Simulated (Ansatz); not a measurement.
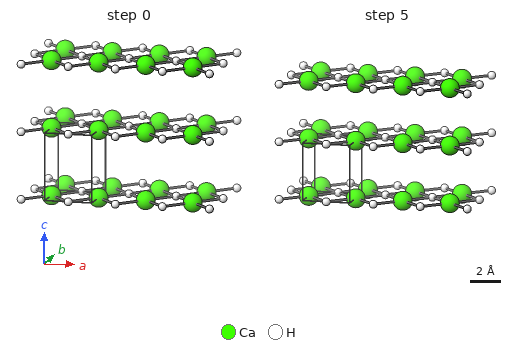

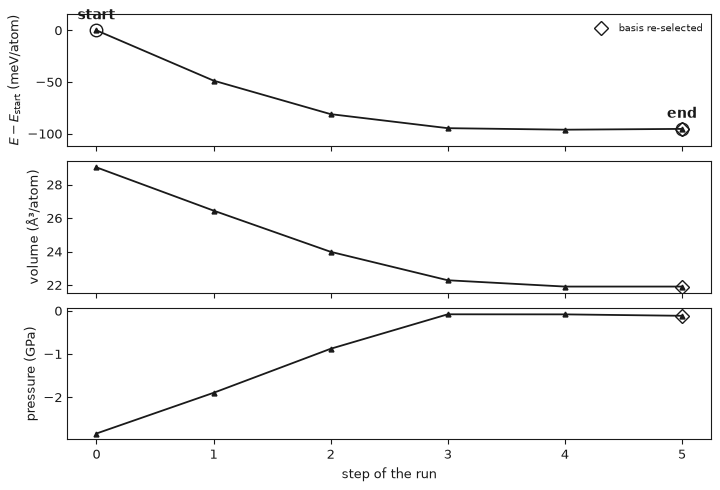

First and last geometry of a relaxation of solid CaH (a generated structure, set up in Pmmm) (coarse preliminary run), with the history of the run. A ball-and-stick model of the cell of the calculation, repeated 3 × 2 × 2 with one cell outlined, seen slightly off an axis.

Level of theory: Ansatz, DFT PBE, scalar-relativistic, plane waves, PAW. Set-up: plane-wave cutoff 420 eV; k-point mesh 6 × 6 × 4; occupations gaussian; smearing width 0.1 eV; no spin polarisation; cell and atoms relaxed; force threshold 0.04 eV/Å; at most 70 steps.

> Did the run converge, and what did it change?

It converged. Over 4 accepted moves (5 points after the start) the energy falls by 95.3 meV per atom. All forces vanish by symmetry, so only the cell relaxes. Pressure: −2.84 GPa at the start and −0.11 GPa at the end. At 1 point the geometry stayed and the basis and grid were re-selected for the new cell (energy shift of 0.8 meV per atom at most each time). The atoms keep their places relative to the cell (all moves are under 0.005 Å). Cell: a 3.314 → 3.310 Å (−0.1 %), b 3.731 → 3.310 Å (−11.3 %), c 4.697 → 3.999 Å (−14.9 %). Volume −24.5 %. Near-neighbour distances that change, for instance: Ca–Ca 3.731 → 3.310 Å, Ca–H 2.495 → 2.341 Å. Among the angles between lasting bonds that change: Ca–H–Ca 96.8° → 90.0°, H–Ca–H 83.2° → 90.0°, Ca–H–Ca 83.2° → 90.0°. The space group (tolerance 0.01 Å) goes from Pmmm (No. 47) to P4/mmm (No. 123).
